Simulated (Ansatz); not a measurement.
TlGa3Si

```yaml
crystal:
  lattice:
    - [4.52209, 0.00000, 0.00000]
    - [0.00000, 4.52209, 0.00000]
    - [0.00000, 0.00000, 10.50314]
  atoms:
    - { symbol: Tl, position: [0.00000, 0.50000, 0.74806] }
    - { symbol: Tl, position: [0.50000, 0.00000, 0.25194] }
    - { symbol: Ga, position: [0.00000, 0.50000, 0.35893] }
    - { symbol: Ga, position: [0.50000, 0.00000, 0.64107] }
    - { symbol: Ga, position: [0.50000, 0.50000, 0.00000] }
    - { symbol: Ga, position: [0.00000, 0.00000, 0.00000] }
    - { symbol: Ga, position: [0.50000, 0.50000, 0.50000] }
    - { symbol: Ga, position: [0.00000, 0.00000, 0.50000] }
    - { symbol: Si, position: [0.00000, 0.50000, 0.12322] }
    - { symbol: Si, position: [0.50000, 0.00000, 0.87678] }
```

Space group P4/nmm; a generated structure, not necessarily the stable one.

Method: DFT PBE, scalar-relativistic, plane waves, PAW (Ansatz).

What can the converged valence pseudo-density and electron localisation function tell about the bonding?

Answer. Ga–Si (2.48 Å): ρ is about 0.42 e/Å³ halfway; the ELF peaks at about 0.90 in the valence shell of Si, 0.9 Å from its nucleus, and is about 0.80 at the midpoint.
Tl–Si (3.47 Å): ρ at the midpoint is about 0.1 e/Å³; the ELF peaks at about 0.65 in the valence shell of Si, 1.0 Å from its nucleus, and drops to about 0.15 between the two atoms.
Bader's partition of the density gives Tl +0.28, Ga −0.06 to +0.23 and Si −0.43 e.

How much charge does the calculation move between the atoms?

Answer. Electrons move from Tl towards Si. Bader charges: Tl +0.28, Ga −0.06 to +0.23 and Si −0.43 e.

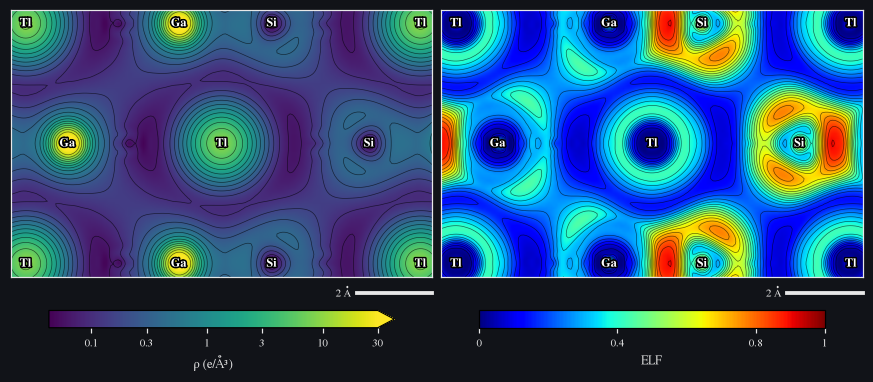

Computed valence pseudo-density and electron localisation function on the (110) plane of the conventional cell, in this order. 

The density is the valence pseudo-density of a PAW calculation; it isn't the true density close to the nuclei.
